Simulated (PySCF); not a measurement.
# C5H4F2: the cost of one run

Computed with PySCF 2.14.0, with density-fitted response routines of our own, on a single molecule in the gas phase. Atoms count from 0, in the outputs and in this text.

## 1. The starting structure

11 atoms, charge 0, multiplicity 1; geometry from: PBE0-D3(BJ)/def2-SVP.

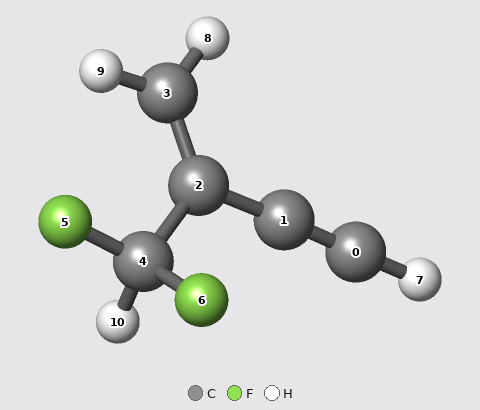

The starting geometry (carbon grey, fluorine green, hydrogen white), atoms numbered.

## 2. NMR shieldings: PBE0/6-31G*

The job: settings as JSON, then the geometry in Å.

```
{"job": {"kind": "nmr", "xc": "PBE0", "basis": "6-31G*", "pop": true}, "charge": 0, "multiplicity": 1}
C      2.052287    -1.415987     0.044747
C      1.135223    -0.626094    -0.033969
C      0.025566     0.265041    -0.137125
C      0.151763     1.587906    -0.314183
C     -1.336161    -0.385966    -0.043951
F     -2.315210     0.536284    -0.123759
F     -1.461522    -1.027076     1.137497
H      2.873225    -2.104847     0.121317
H      1.136373     2.052909    -0.383470
H     -0.735520     2.218195    -0.393510
H     -1.488359    -1.126420    -0.849731
```

With the program's defaults for keys left out, this is: GIAO PBE0/6-31G* NMR shielding, non-relativistic, gas phase.

On the command line:

```console
OMP_NUM_THREADS=1 python probes_run.py task.json out
```

One launch serves the whole session: the jobs run in the order shown.

**Question.** How long does this first job take on 1 thread of Intel Xeon 6975P-C, shared host, and how much memory does it need?

About 5.8 s, with a peak of 0.58 GiB.
